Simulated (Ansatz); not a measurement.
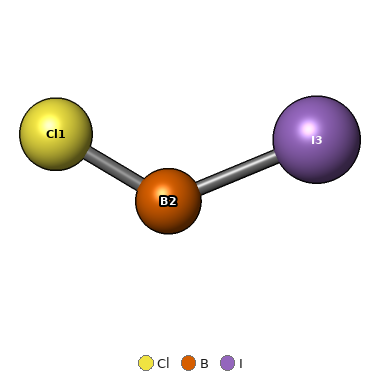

The system is BClI, SMILES Cl[B]I, spin multiplicity 2; the picture shows the reference structure. The first coordinate is: angle Cl1–B2–I3; the second: change of the bonds B2–Cl1, B2–I3, all alike. Nothing is relaxed (all other coordinates rigid). The grid has 13 × 13 points. At 43 points there is no value. Points are written as (first, second). All energies are given in kJ/mol relative to the relaxed molecule at the same level. Theory: Ansatz, UKS r2SCAN-D4/def2-TZVP.

Its coordinates:

```
atom    x (Å)    y (Å)    z (Å)
  Cl  -0.4224   1.7510  -0.0369
   B  -0.4860   0.0483  -0.2602
   I   0.9512  -1.3572   0.3695
```

Range: angle Cl1–B2–I3 from 81.7 to 171.7°; change of the bonds B2–Cl1, B2–I3, all alike from −0.210 to 0.325 Å.

**Predict the map.**

The lowest grid point is at (126.7°, 0.013 Å), 0.32 kJ/mol from the relaxed molecule at the same level. The highest grid point, (81.7°, −0.210 Å), lies 601 kJ/mol above the lowest.

| second ↓, first → | 81.7 | 89.2 | 96.7 | 104.2 | 111.7 | 119.2 | 126.7 | 134.2 | 141.7 | 149.2 | 156.7 | 164.2 | 171.7 |
| --- | --- | --- | --- | --- | --- | --- | --- | --- | --- | --- | --- | --- | --- |
| 0.325 | 235 | 186 | 155 | 137 | 128 | 124 | 125 | 131 | 139 | 151 | 166 | 182 | 198 |
| 0.281 | 223 | – | 134 | – | 103 | – | 100 | – | 115 | – | 143 | – | 180 |
| 0.236 | 215 | – | 115 | 92 | 80 | 75 | 76 | 81 | 91 | 105 | 122 | 141 | 163 |
| 0.191 | 211 | – | 98 | – | 58 | – | – | – | 69 | – | 101 | – | – |
| 0.147 | 212 | 134 | 86 | 57 | 41 | 34 | 34 | 39 | 49 | 64 | 83 | 106 | 132 |
| 0.102 | 219 | – | 78 | – | 27 | – | – | – | – | – | 67 | – | 116 |
| 0.057 | 235 | 138 | 77 | 40 | 18 | 8 | 6 | 10 | 20 | – | 54 | 77 | 101 |
| 0.013 | 259 | – | – | – | 16 | – | 0 | – | 14 | – | 47 | – | 89 |
| −0.032 | 296 | 176 | 99 | 51 | 22 | 7 | 2 | 5 | 13 | 27 | 45 | 65 | 84 |
| −0.077 | 346 | – | 127 | – | 39 | – | 13 | – | 22 | – | 51 | – | 86 |
| −0.121 | 411 | 265 | 167 | 105 | 67 | 45 | 35 | 35 | 41 | 52 | 68 | 85 | 99 |
| −0.166 | 496 | – | 226 | – | 111 | – | 72 | – | 73 | – | 97 | – | 125 |
| −0.210 | 601 | 425 | 303 | 222 | 172 | 141 | 125 | 119 | 121 | 129 | 142 | 155 | 167 |

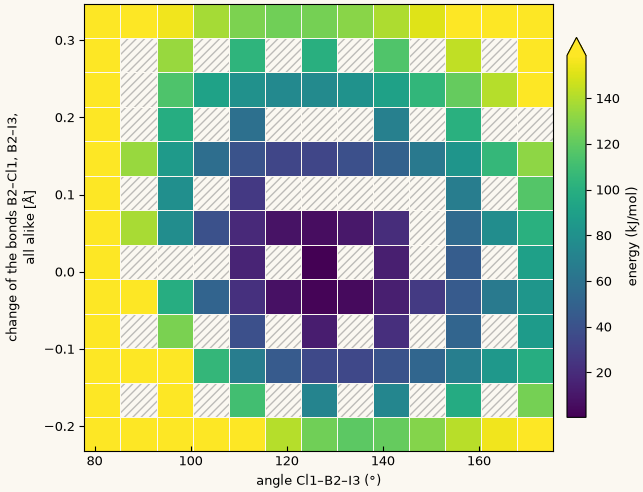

Drawn: one coloured cell a grid point, one colour for all values above the top of the scale, hatched blanks where no value was computed.

Time for the 126 points that were run: 71 min on 1 thread of Arm Neoverse N1, with other jobs on the host.
